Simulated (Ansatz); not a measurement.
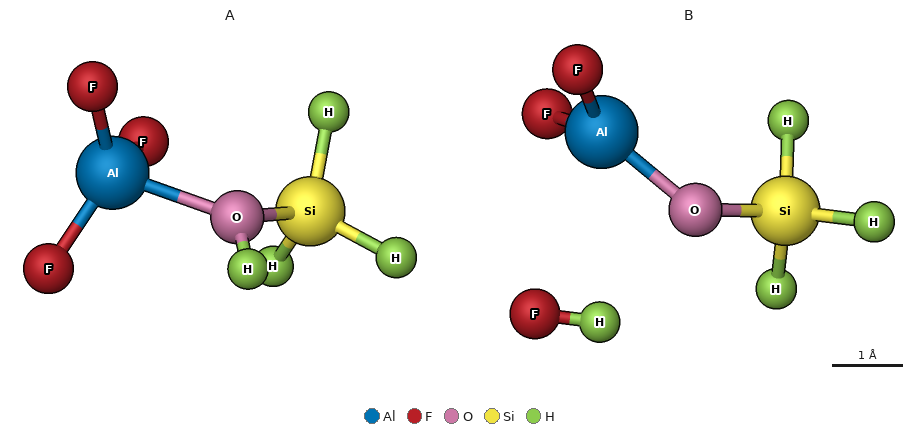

Two geometries of AlSiH$_{4}$OF$_{3}$, drawn at one scale. One is the start of a relaxation, the other its converged end. The picture is a ball-and-stick view, seen at a tilt.

Level of theory: RKS PBE-D4/6-31G* in Ansatz. Settings: no spin polarisation; force threshold 0.03 eV/Å; at most 50 steps.

Question: Which geometry has the lower energy?

Answer: Structure A is the relaxed one. The run prepares an end point of a later path (reaction) calculation, from a guessed geometry. The atom that moves furthest after the best rigid fit is an H atom (1.76 Å). Largest moves by element: H 1.76 Å, F 0.89 Å, Al 0.73 Å, O 0.34 Å, Si 0.23 Å. Some distances before and after: F–H 0.941 → 2.969 Å, H–O 2.205 → 0.978 Å, Al–F 2.869 → 1.670 Å, Al–O 1.757 → 1.931 Å. New bonds form, among them: Al–F (2.87 → 1.67 Å), H–O (2.20 → 0.98 Å). Bonds break, among them: F–H (0.94 → 2.97 Å). Bond angles that change, for instance: F–Al–O 119.1° → 89.4°, F–Al–O 119.1° → 107.8°, Al–O–Si 125.6° → 114.4°. Groups turn about O–Si by about 50°. Over 31 accepted moves (34 points after the start) the energy falls by 1.531 eV. Largest force component: 0.95 eV/Å at the start, 0.019 eV/Å at the end. The line search rejected the trial steps at points 9, 27, 33 of the run. The forces were under the threshold at step 28, but the run went on from there.

Limits of the set-up: the start holds two separate molecules, 2.2 Å apart at their closest, whose relative position is a soft coordinate.
